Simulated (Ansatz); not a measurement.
HF···CH₃F (SMILES F.CF)

The calculation's input:

```
crystal:
  periodic: [false, false, false]
  atoms:
    - {symbol: F, position_ang: [-0.360399, -0.253442, -2.378365]}
    - {symbol: H, position_ang: [0.159296, 0.116208, -1.700740]}
    - {symbol: C, position_ang: [-0.001987, -0.002884, 0.869480]}
    - {symbol: F, position_ang: [0.779875, 0.559653, -0.139371]}
    - {symbol: H, position_ang: [0.627023, -0.678507, 1.448691]}
    - {symbol: H, position_ang: [-0.824836, -0.546229, 0.404518]}
    - {symbol: H, position_ang: [-0.378972, 0.805302, 1.495786]}
basis:
  gaussian: {orbitals: "def2-TZVPPD.json"}
hamiltonian: {xc: pbe0, dispersion: d4}
output: {orbitals: {seedname: orbitals}}
```

Launched as:

```sh
ansatz run in.yaml --threads 2 --pin off --events-out ev --progress --plain --max-ram 5222MiB
```

Geometry: PBE0-D4/def2-TZVP.

All numbers below come from RKS PBE0-D4/def2-TZVPPD (Ansatz).

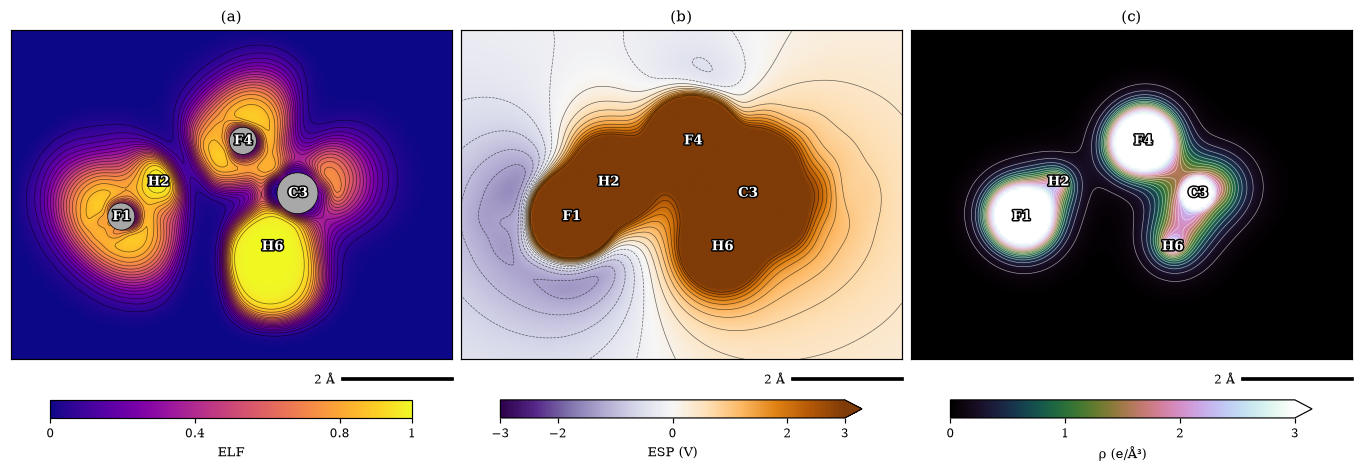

Figure 1. (a) ELF; (b) molecular electrostatic potential; (c) total electron density on the plane of atoms F4, C3 and H6. Grey discs cover the atomic cores in the ELF map.

Describe what can be read from this map.

The section cuts through F, H and C sites. F4···H2 (1.74 Å): the density falls to about 0.23 e/Å³ on the way; the ELF dips to about 0.10 between them; by its geometry a hydrogen bond between the two molecules, with no shared pair. C–F (1.39 Å): ρ is about 2 e/Å³ halfway, with its minimum of 1.6 e/Å³ about 0.5 Å from C; the ELF peaks at about 0.85 between the atoms; a shared but strongly polarised pair. F–H (0.93 Å): ρ at the midpoint is about 4.7 e/Å³; the ELF climbs to about 1 towards the hydrogen, as it does in any bond to H; an ordinary covalent bond to hydrogen. C–H (1.09 Å): the density is about 2.1 e/Å³ at the midpoint; the ELF climbs to about 1 towards the hydrogen; an ordinary covalent bond to hydrogen. The ELF also peaks beside F1 and F4, away from the bonds: lone-pair regions. Outside the dense part of the complex the potential is most negative (−1.5 V) near F1.

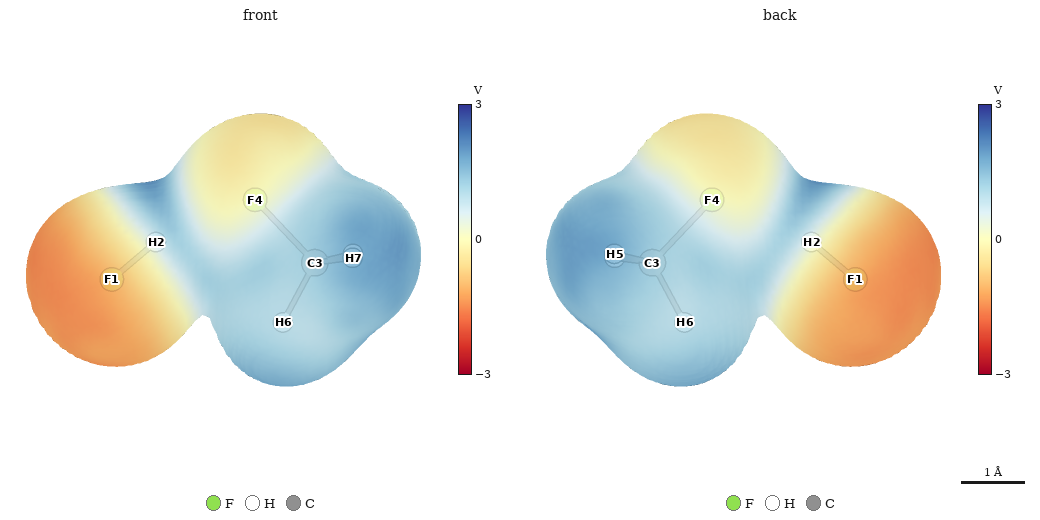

Figure 2. The molecular electrostatic potential painted on the density surface at 0.004 e/bohr³, seen from the front and from behind; red is negative and blue positive.

Where is the surface potential most negative and most positive?

The most negative region (about −1.5 V) lies over F1, the most positive (about +2.0 V) over H2, H5 and H7.

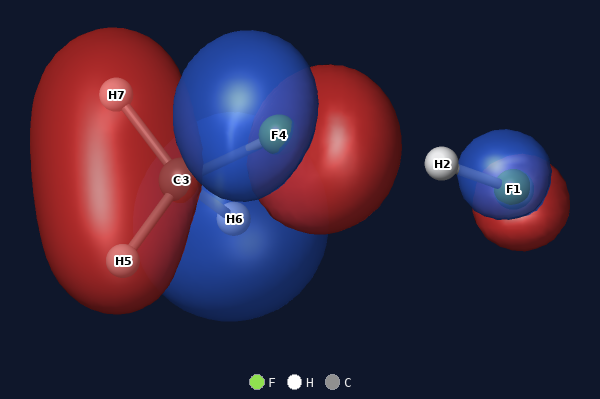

Figure 3. The HOMO−1 at ±0.1 Å⁻³ᐟ² (blue and red are the two phases), seen at an oblique angle.

Describe this orbital and give its energy.

It lies mainly on F4 (about 45 %), C3 (about 25 %) and H6 (about 15 %); π-antibonding (π*) across F4–C3. Its energy is −10.81 eV.
